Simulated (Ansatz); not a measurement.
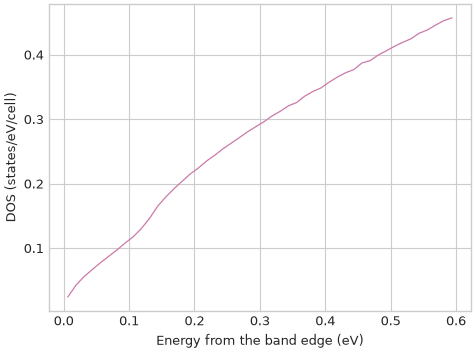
*Density of states of Si (Fd-3m) above the conduction band minimum, PBEsol with spin-orbit coupling, rigid bands run with Ansatz (a program for electronic structure); cell volume 40.1 Å³.*

What effective density of states at 300 K does this give (∫ g(E) exp(−E/k_BT) dE, both spins, divided by the cell's size)?

3.0e19 cm⁻³, a density-of-states mass of 1.13 mₑ, valleys and band degeneracy included.

Geometry: cell and atoms relaxed with PBEsol.
